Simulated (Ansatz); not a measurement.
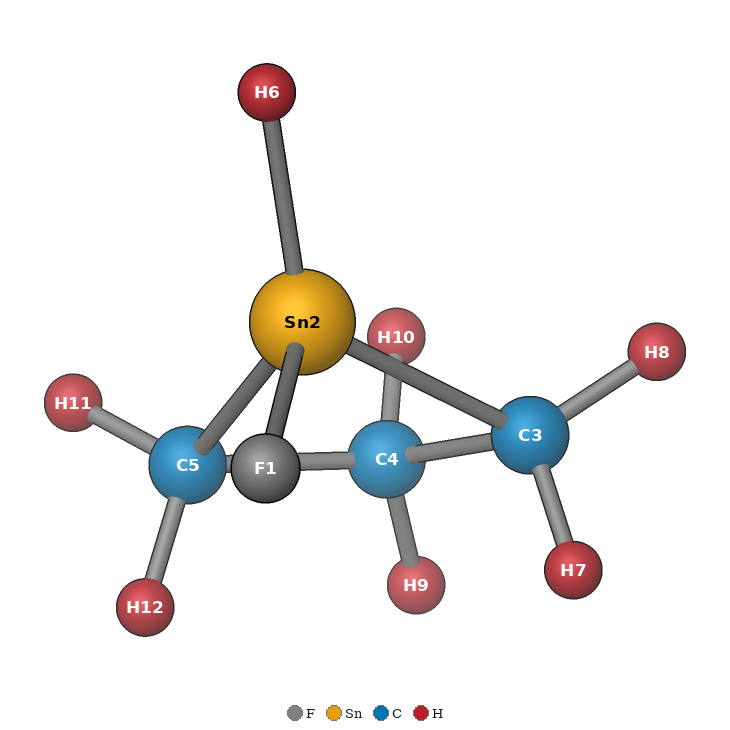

Distant atoms are faded towards the background colour. The computed structure is the end point of a PBE-D4/def2-SVP optimisation. No frequency run is at hand to confirm it as a minimum.

### How is the 4-membered ring Sn2–C3–C4–C5 puckered?

It is puckered (butterfly). The Cremer–Pople amplitude Q is 0.28 Å.

### Give the torsion angles round the ring, beginning with the bond from its second to its third atom.

−21°, 21°, −15°, 15°.
